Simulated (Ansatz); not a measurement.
## Electronic structure of CH7N3Si (SMILES NC1(N)N[SiH2]1) in real space

Input file:

```
crystal:
  periodic: [false, false, false]
  atoms:
    - { symbol: "N", position_ang: [-0.6265, 1.3988, -0.2036] }
    - { symbol: C, position_ang: [-0.0484, 0.2366, 0.2227] }
    - { symbol: "N", position_ang: [1.1248, 0.5263, 0.9301] }
    - { symbol: "N", position_ang: [0.3095, -0.6018, -0.8656] }
    - { symbol: Si, position_ang: [-0.8669, -1.4513, 0.1087] }
    - { symbol: H, position_ang: [-0.0003, 1.9867, -0.7678] }
    - { symbol: H, position_ang: [-0.8038, 2.0336, 0.6074] }
    - { symbol: H, position_ang: [0.99928, 1.26078, 1.64855] }
    - { symbol: H, position_ang: [1.36229, -0.24098, 1.54722] }
    - { symbol: H, position_ang: [-0.2815, -0.2828, -1.6491] }
    - { symbol: H, position_ang: [-2.0322, -1.6858, -0.7532] }
    - { symbol: H, position_ang: [-0.1024, -2.6008, 0.6785] }
basis:
  gaussian: { orbitals: def2-SVP }
hamiltonian:
  xc: b3lyp
  dispersion: d4
relax:
  f_tol: 0.015
  max_steps: 40
output:
  orbitals: {}
```

Run with:

```sh
ansatz run input.yaml --threads 2 --pin off --max-ram 3072MiB --backend cpu --events-out ev --progress --plain --runs-dir out
```

The fields are those of the relaxed geometry.

The calculation used RKS B3LYP-D4/def2-SVP in Ansatz.

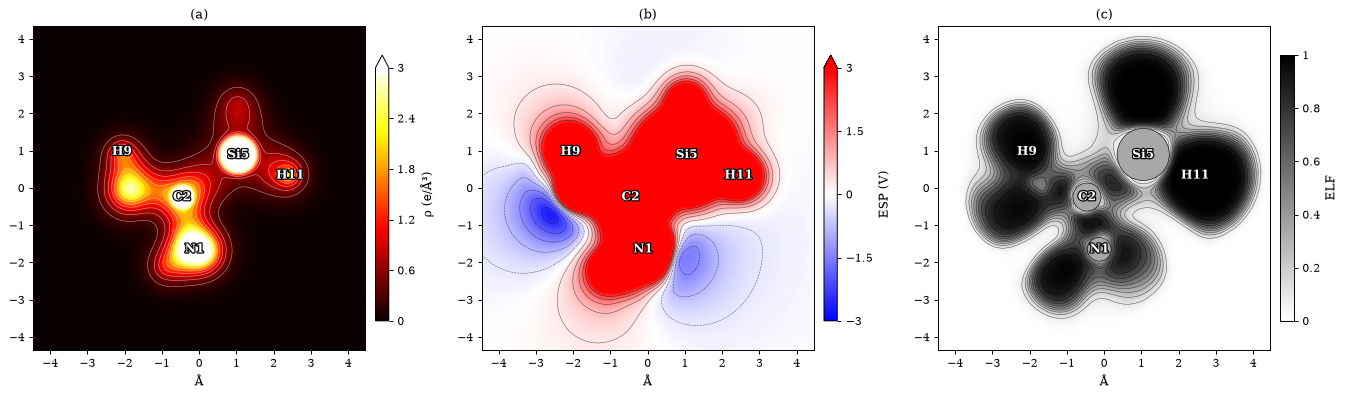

Figure 1. (a) total electron density; (b) electrostatic potential; (c) electron localisation function on the plane of atoms N1, C2 and Si5. Grey discs cover the atomic cores in the ELF map.

> What does the map show?

- The section cuts through N, C, Si and H sites.
- C–N (1.44 Å): ρ at the midpoint is about 2 e/Å³; the ELF peaks at about 0.95 between the atoms: localised, covalent bonding.
- C–Si (1.89 Å): the density is about 0.82 e/Å³ at the midpoint; the ELF peaks at about 0.80 between the atoms; localised, covalent bonding.
- Si–H (1.49 Å): ρ at the midpoint is about 0.77 e/Å³; the ELF climbs to about 1 towards the hydrogen, as it does in any bond to H.
- The ELF also peaks beside N1 and N3, away from the bonds: lone-pair regions.
- Outside the dense part of the molecule the potential is most negative (−2.6 V) near N3, which lies off the plane.

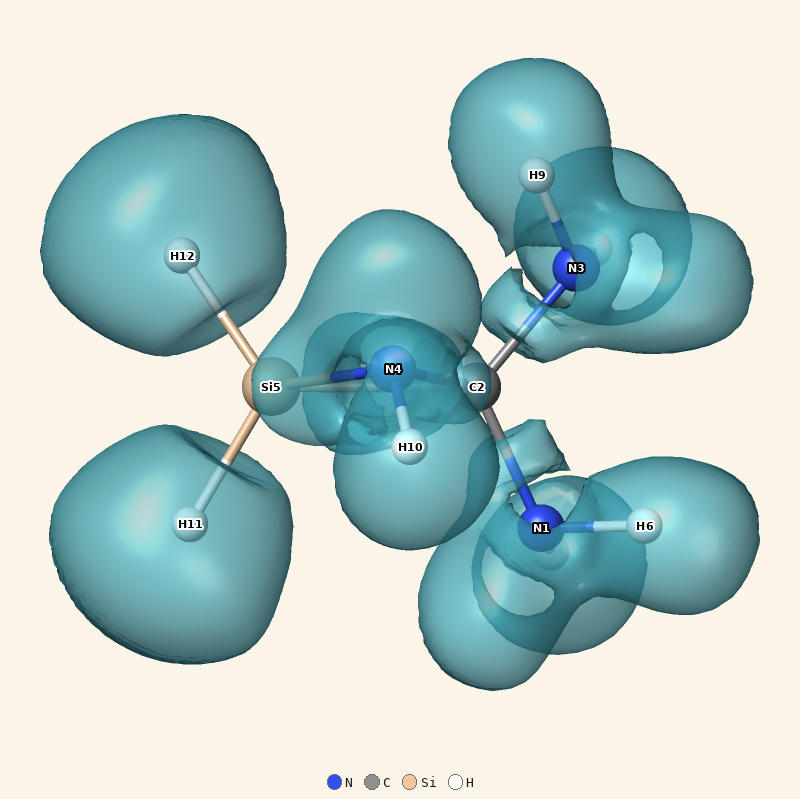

Figure 2. Isosurface of the ELF at 0.75 (cyan), seen across its widest extent. Core shells and regions of very low density are left out.

> Identify the bonds, lone pairs and shells in this picture.

At this value the surface marks out two regions around hydrogen nuclei, one region on Si in which the atom's valence shell and bonds are merged and three joined regions spread over several atoms (H, N), in which their bonds and any lone pairs are merged. Profiles from the grid: Si–N (1.76 Å): the ELF peaks at about 0.85 between the atoms: a shared but strongly polarised pair.

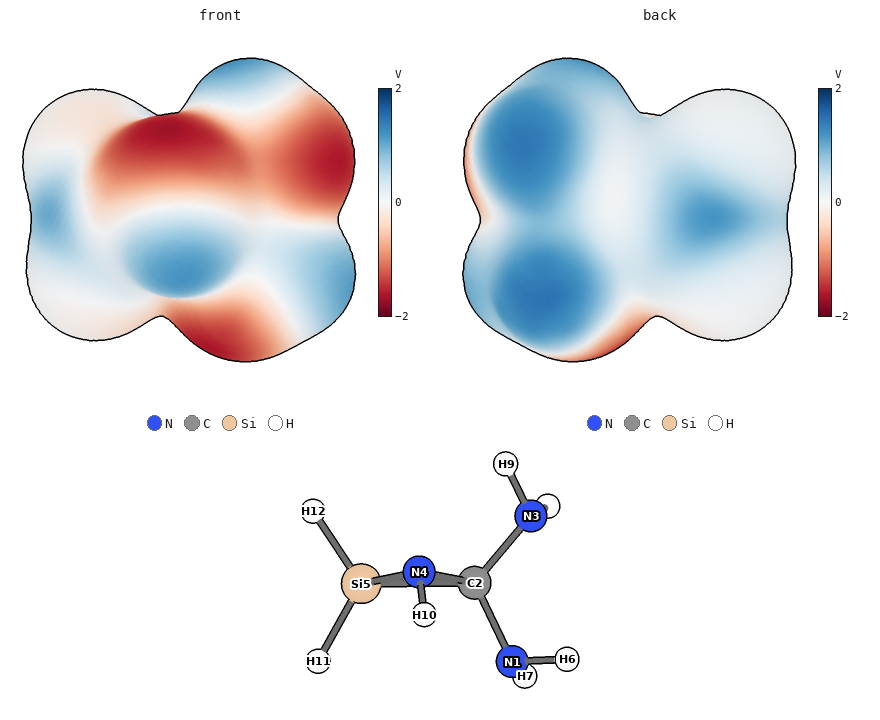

Figure 3. The electrostatic potential painted on the density surface at 0.002 e/bohr³, seen from the front and from behind; red is negative and blue positive. The bare structure is drawn below in the same view.

> Where is the surface potential most negative and most positive?

The most negative region (about −1.6 V) lies over N1, N3 and N4, the most positive (about +1.4 V) over H7 and H8.
